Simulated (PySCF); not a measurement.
# Geometry relaxation, with input and output: C3H10AlN

C3H10AlN, computed with PBE0-D3(BJ)/def2-SVP geometry optimisation, gas phase (PySCF 2.14.0).

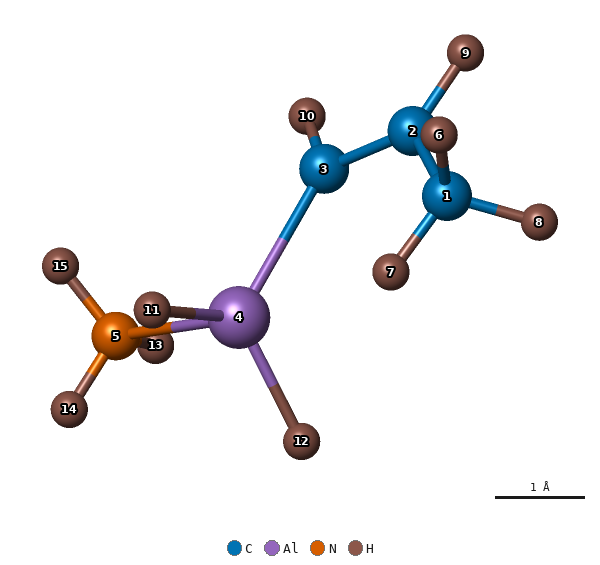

**Figure 1.** The starting structure (ball-and-stick view, seen at a tilt; atoms are numbered from 1 in the order of the input). Sticks mark near contacts. Bond lengths as drawn: Al–C 2.02 Å, Al–H 1.56 to 1.58 Å, Al–N 2.02 Å, C–C 1.32 to 1.50 Å, C–H 1.07 to 1.10 Å and H–N 1.00 to 1.02 Å.

## Input
```
{"job": {"xc": "PBE0", "basis": "def2-SVP", "d3": "d3bj", "grid": 1, "shake": 0.01, "kind": "geom"}, "charge": 0, "multiplicity": 1}
C     -2.263020    -0.587540     0.176330
C     -1.712640     0.790370    -0.059070
C     -0.408690     0.999950    -0.146410
Al     0.800180    -0.606810     0.062610
N      2.627510     0.227340    -0.151390
H     -2.933170    -0.852260    -0.657900
H     -1.454880    -1.286830     0.260790
H     -2.862600    -0.580010     1.080880
H     -2.444520     1.598920    -0.132510
H     -0.105660     2.044480    -0.300390
H      0.895820    -1.633670    -1.111240
H      1.017430    -1.224100     1.497580
H      2.786400     0.936590     0.571240
H      3.300860    -0.507200    -0.047850
H      2.741630     0.663390    -1.049910
```

The first line tells a small driver script what to run in PySCF; the rest is the geometry in Å.

Run as:
```bash
OMP_NUM_THREADS=1 python <driver script> task.json out
```

## Log
```
step   0  E = -416.98396132  max force = 0.029932
step   1  E = -416.98909404  max force = 0.015751
step   2  E = -416.99017544  max force = 0.007915
step   3  E = -416.99038060  max force = 0.010818
step   4  E = -416.99100703  max force = 0.001370
step   5  E = -416.99104212  max force = 0.000569
step   6  E = -416.99105710  max force = 0.000274
optimisation converged
```

## Trajectory as extended XYZ (Å, eV, eV/Å), 7 frames, from step=0 to step=6
```
15
Properties=species:S:1:pos:R:3:forces:R:3 step=0 energy=-11346.71154
C    -2.2630   -0.5875    0.1763   -0.8429   1.5392  -0.6832
C    -1.7126    0.7904   -0.0591   -0.7367  -0.6364   0.1985
C    -0.4087    1.0000   -0.1464    1.4406  -0.1335   0.0171
Al    0.8002   -0.6068    0.0626   -0.4636   0.9143  -0.0220
N     2.6275    0.2273   -0.1514   -0.4901   0.6225   0.6750
H    -2.9332   -0.8523   -0.6579    0.0491  -0.3206   0.0370
H    -1.4549   -1.2868    0.2608    0.4855  -0.9891   0.1104
H    -2.8626   -0.5800    1.0809   -0.2866  -0.2887   0.5400
H    -2.4445    1.5989   -0.1325   -0.2040   0.1826  -0.0541
H    -0.1057    2.0445   -0.3004    0.1328   0.0850  -0.0448
H     0.8958   -1.6337   -1.1112   -0.0319  -0.4234  -0.5162
H     1.0174   -1.2241    1.4976   -0.0091  -0.1411   0.4448
H     2.7864    0.9366    0.5712    0.0802  -0.1779  -0.1429
H     3.3009   -0.5072   -0.0478    0.7218  -0.4938   0.0670
H     2.7416    0.6634   -1.0499    0.1548   0.2610  -0.6265
15
Properties=species:S:1:pos:R:3:forces:R:3 step=1 energy=-11346.85120
C    -2.3788   -0.5772    0.1777   -0.0940   0.8099  -0.3054
C    -1.7171    0.7506   -0.0527   -0.1200  -0.1573   0.0995
C    -0.3913    0.9332   -0.1357    0.3384  -0.3263   0.0904
Al    0.8654   -0.6215    0.0637   -0.4020   0.5255  -0.0327
N     2.6836    0.2692   -0.1574   -0.1665   0.2332   0.2111
H    -3.0574   -0.8060   -0.6607    0.0237  -0.1949   0.0184
H    -1.6299   -1.3639    0.2780    0.0699  -0.4389   0.0457
H    -2.9945   -0.5337    1.0835   -0.1000  -0.1612   0.2130
H    -2.4096    1.5998   -0.1350   -0.0573   0.0830  -0.0464
H    -0.0850    1.9788   -0.2902    0.0948   0.0269  -0.0321
H     0.9818   -1.6545   -1.1271   -0.0189  -0.2564  -0.3144
H     1.1055   -1.2359    1.5098   -0.0079  -0.0831   0.2829
H     2.8313    0.9798    0.5616    0.0875  -0.0594  -0.0375
H     3.3937   -0.4494   -0.0575    0.2610  -0.0550  -0.0044
H     2.7870    0.7133   -1.0652    0.0914   0.0540  -0.1881
15
Properties=species:S:1:pos:R:3:forces:R:3 step=2 energy=-11346.88063
C    -2.5295   -0.5472    0.1763    0.4070   0.0765  -0.0207
C    -1.6956    0.6841   -0.0361   -0.3147   0.1875  -0.0209
C    -0.3573    0.8061   -0.1060   -0.1163  -0.2384   0.0758
Al    0.9570   -0.6658    0.0741   -0.1746  -0.0859  -0.0050
N     2.7390    0.3378   -0.1702   -0.0801   0.0237   0.0240
H    -3.2112   -0.7140   -0.6746    0.0180   0.0016  -0.0161
H    -1.9120   -1.4502    0.3011   -0.0028  -0.0591   0.0040
H    -3.1659   -0.4419    1.0706    0.0138   0.0020   0.0192
H    -2.3102    1.5922   -0.1444   -0.0173   0.0391  -0.0162
H    -0.0411    1.8492   -0.2697    0.1088  -0.0002  -0.0064
H     1.0947   -1.7073   -1.1453    0.0166  -0.0071  -0.0186
H     1.2345   -1.2743    1.5394    0.0068   0.0160   0.0116
H     2.8660    1.0541    0.5453    0.0407   0.0139   0.0068
H     3.5059   -0.3295   -0.0853    0.0635   0.0313  -0.0171
H     2.8106    0.7890   -1.0825    0.0307  -0.0009  -0.0204
15
Properties=species:S:1:pos:R:3:forces:R:3 step=3 energy=-11346.88621
C    -2.4498   -0.5394    0.1715   -0.2668  -0.0622   0.1123
C    -1.7168    0.7483   -0.0391    0.2896  -0.4449   0.0118
C    -0.3733    0.8177   -0.0985   -0.2245   0.5563  -0.0695
Al    0.8963   -0.6710    0.0780    0.0616  -0.3402   0.0224
N     2.6995    0.3270   -0.1682    0.0299  -0.0833  -0.0772
H    -3.1216   -0.7638   -0.6743   -0.0425   0.0132  -0.0127
H    -1.7772   -1.4110    0.2894   -0.0044   0.2062  -0.0245
H    -3.0882   -0.4966    1.0738    0.0182  -0.0061  -0.0674
H    -2.3484    1.6469   -0.1537    0.0918  -0.1174   0.0240
H    -0.0086    1.8459   -0.2658    0.1087   0.0283  -0.0019
H     1.0205   -1.7262   -1.1516    0.0141   0.1220   0.1272
H     1.1609   -1.2800    1.5576    0.0023   0.0542  -0.1237
H     2.8394    1.0440    0.5437   -0.0055   0.0442   0.0217
H     3.4741   -0.3359   -0.0864   -0.0561   0.0566  -0.0163
H     2.7779    0.7766   -1.0836   -0.0163  -0.0267   0.0736
15
Properties=species:S:1:pos:R:3:forces:R:3 step=4 energy=-11346.90326
C    -2.4466   -0.5500    0.1743   -0.0081   0.0010   0.0058
C    -1.7029    0.7299   -0.0398    0.0257   0.0613  -0.0158
C    -0.3655    0.8534   -0.1069   -0.0308  -0.0019  -0.0011
Al    0.8882   -0.6624    0.0729    0.0300  -0.0705   0.0164
N     2.6955    0.3178   -0.1669    0.0168  -0.0163   0.0041
H    -3.1221   -0.7668   -0.6711    0.0032  -0.0007   0.0018
H    -1.7695   -1.4128    0.2899   -0.0021   0.0014  -0.0007
H    -3.0811   -0.4994    1.0761    0.0129  -0.0026  -0.0079
H    -2.3470    1.6169   -0.1474   -0.0080   0.0064   0.0016
H    -0.0078    1.8856   -0.2703   -0.0357  -0.0362   0.0032
H     1.0187   -1.7117   -1.1449   -0.0076   0.0255   0.0123
H     1.1478   -1.2684    1.5444   -0.0029   0.0058  -0.0130
H     2.8364    1.0355    0.5454   -0.0015   0.0050  -0.0043
H     3.4622   -0.3511   -0.0824    0.0138   0.0220  -0.0081
H     2.7784    0.7661   -1.0805   -0.0057  -0.0003   0.0057
15
Properties=species:S:1:pos:R:3:forces:R:3 step=5 energy=-11346.90421
C    -2.4660   -0.5435    0.1733    0.0056  -0.0030  -0.0022
C    -1.7037    0.7254   -0.0398   -0.0095  -0.0098   0.0006
C    -0.3651    0.8307   -0.1033    0.0013   0.0044   0.0025
Al    0.9049   -0.6767    0.0776   -0.0293  -0.0186   0.0056
N     2.7010    0.3250   -0.1680   -0.0026  -0.0052   0.0137
H    -3.1433   -0.7510   -0.6730   -0.0003   0.0002   0.0019
H    -1.8005   -1.4147    0.2898    0.0039  -0.0034  -0.0018
H    -3.1001   -0.4840    1.0742   -0.0022  -0.0007   0.0045
H    -2.3354    1.6212   -0.1488    0.0016   0.0060  -0.0049
H    -0.0076    1.8615   -0.2679    0.0259   0.0065  -0.0007
H     1.0399   -1.7192   -1.1421   -0.0005   0.0024  -0.0073
H     1.1740   -1.2810    1.5463   -0.0008   0.0042   0.0025
H     2.8348    1.0448    0.5437   -0.0013   0.0028  -0.0036
H     3.4787   -0.3314   -0.0881    0.0147   0.0095  -0.0041
H     2.7730    0.7754   -1.0813   -0.0067   0.0047  -0.0068
15
Properties=species:S:1:pos:R:3:forces:R:3 step=6 energy=-11346.90462
C    -2.4647   -0.5421    0.1731   -0.0027  -0.0090   0.0013
C    -1.7014    0.7263   -0.0402   -0.0007  -0.0087   0.0000
C    -0.3625    0.8275   -0.1018    0.0014   0.0133   0.0012
Al    0.9033   -0.6826    0.0797   -0.0093  -0.0141   0.0031
N     2.6968    0.3265   -0.1681    0.0072  -0.0098   0.0060
H    -3.1421   -0.7499   -0.6730   -0.0012   0.0027   0.0008
H    -1.7995   -1.4137    0.2894    0.0013   0.0032  -0.0019
H    -3.0987   -0.4829    1.0743    0.0001   0.0016   0.0010
H    -2.3309    1.6236   -0.1508    0.0016  -0.0011  -0.0026
H     0.0011    1.8564   -0.2665    0.0124   0.0055  -0.0001
H     1.0380   -1.7227   -1.1422    0.0000   0.0013  -0.0028
H     1.1735   -1.2861    1.5485   -0.0013   0.0027  -0.0004
H     2.8281    1.0474    0.5429   -0.0051   0.0027  -0.0012
H     3.4805   -0.3233   -0.0911    0.0063   0.0084  -0.0032
H     2.7631    0.7780   -1.0815   -0.0098   0.0013  -0.0014
```

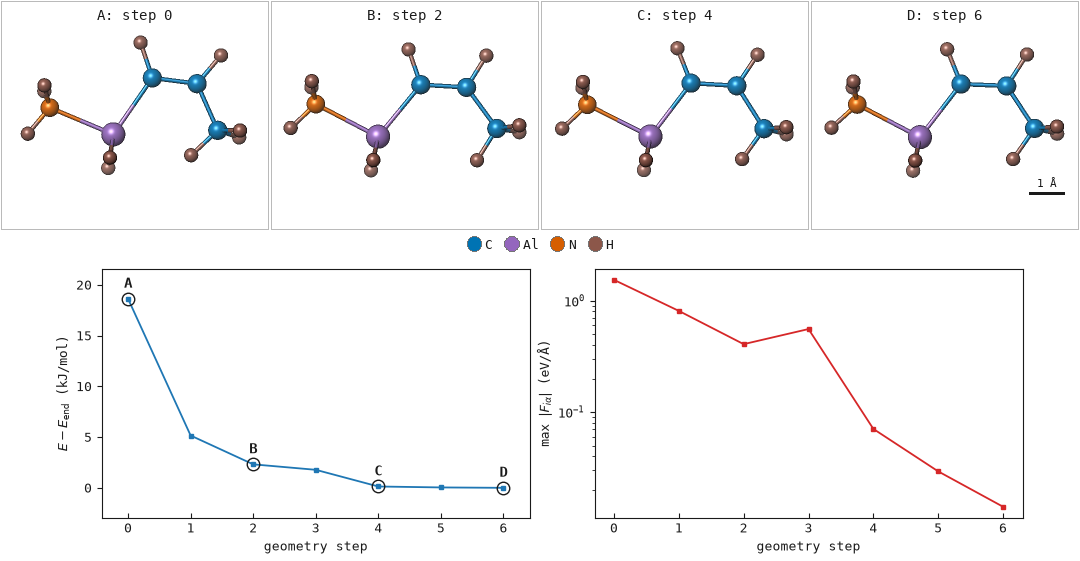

**Figure 2.** Frames of the relaxation (ball-and-stick view, seen on its broad side) above the curves, on which the letters mark them (steps are counted from 0).

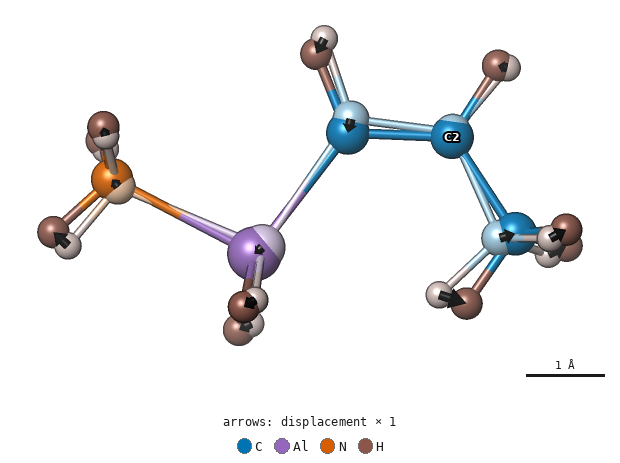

**Figure 3.** Start (faint) and end (solid) with the displacements as black arrows, at true length (ball-and-stick view, seen on its broad side). The two geometries are laid on each other by the best rigid fit. H7 moves most after the best rigid fit: 0.37 Å. Largest moves by element: H 0.37 Å, C 0.21 Å, Al 0.13 Å, N 0.12 Å. Distances before and after: Al4–N5 2.020 → 2.073 Å, Al4–H11 1.563 → 1.610 Å, C3–Al4 2.022 → 1.979 Å, Al4–H12 1.577 → 1.611 Å. Among the angles that change: C2–C3–Al4 117.2° → 125.1°, Al4–C3–H10 127.3° → 121.0°, C1–C2–C3 121.1° → 125.4°. After 6 geometry steps the energy has fallen by 18.6 kJ/mol. Largest force component: 1.5 eV/Å at the start, 0.014 eV/Å at the end. (Atoms are counted from 1 in the order of the input.)

## Summary

| quantity | value |
| --- | --- |
| outcome | converged |
| total energy | −416.991057 hartree |
| dipole moment | 5.20 D |
| point group | Cs |
| hardware | 1 CPU thread, shared host |
| wall time | 38 s |
| peak memory | 0.51 GiB |
